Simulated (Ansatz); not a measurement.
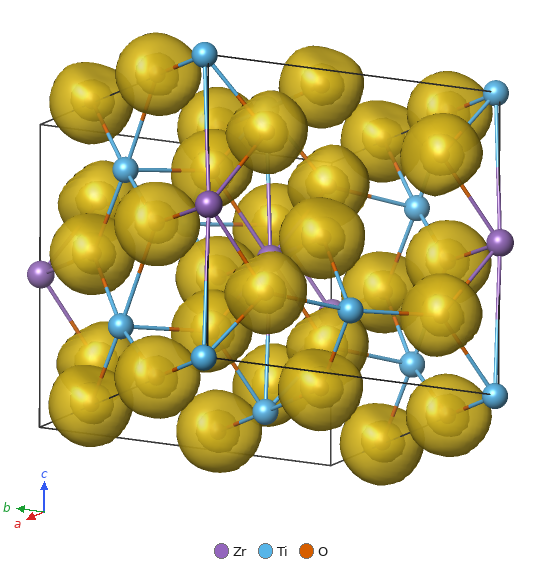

*ZrTi3O8. Isosurface of the ELF at 0.75 (yellow), seen at an oblique angle. Core shells and regions of very low density are left out. Sticks mark near contacts.*

Space group Cm; a structure generated by program, which may or may not match a known phase; computed without spin polarisation.

Method: DFT PBE, scalar-relativistic, plane waves, PAW (Ansatz 0.2.0).

Core electrons are frozen (PAW), and the valence fields are smoothed inside the atomic spheres.

```cif
data_structure
_symmetry_space_group_name_H-M 'P 1'
_symmetry_Int_Tables_number 1
_cell_length_a 6.7624
_cell_length_b 6.5881
_cell_length_c 6.1343
_cell_angle_alpha 90.000
_cell_angle_beta 90.335
_cell_angle_gamma 90.000
_cell_volume 273.29
loop_
_atom_site_label
_atom_site_type_symbol
_atom_site_fract_x
_atom_site_fract_y
_atom_site_fract_z
_atom_site_occupancy
Zr1 Zr 0.49439 0.50000 0.50312 1
Zr2 Zr 0.99439 0.00000 0.50312 1
Ti1 Ti 0.02219 0.00000 0.00364 1
Ti2 Ti 0.52219 0.50000 0.00364 1
Ti3 Ti 0.49149 0.00000 0.73272 1
Ti4 Ti 0.99149 0.50000 0.73272 1
Ti5 Ti 0.01654 0.50000 0.22195 1
Ti6 Ti 0.51654 0.00000 0.22195 1
O1 O 0.30347 0.00000 0.00352 1
O2 O 0.80347 0.50000 0.00352 1
O3 O 0.30586 0.00000 0.51352 1
O4 O 0.80586 0.50000 0.51352 1
O5 O 0.49754 0.70022 0.76871 1
O6 O 0.99754 0.20022 0.76871 1
O7 O 0.49919 0.69843 0.23876 1
O8 O 0.99919 0.19843 0.23876 1
O9 O 0.19152 0.50000 0.00610 1
O10 O 0.69152 0.00000 0.00610 1
O11 O 0.18120 0.50000 0.50050 1
O12 O 0.68120 0.00000 0.50050 1
O13 O 0.49754 0.29978 0.76871 1
O14 O 0.99754 0.79978 0.76871 1
O15 O 0.49919 0.30157 0.23876 1
O16 O 0.99919 0.80157 0.23876 1
```

**Identify the bonds, lone pairs and shells in this picture.**

The ELF exceeds this value in 16 regions wrapped around O (the valence shell of each), counted in one cell of 24 atoms. Any copies at cell faces, edges or corners count once. Along the contacts the grid gives the following. Ti–O (1.78 Å): the ELF peaks at about 0.80 in the valence shell of O, 0.6 Å from its nucleus, and is about 0.30 at the midpoint; no shared electron pair shows on this line. Zr–O (2.08 Å): the ELF peaks at about 0.80 in the valence shell of O, 0.6 Å from its nucleus, and drops to about 0.20 between the two atoms (no shared electron pair shows on this line).
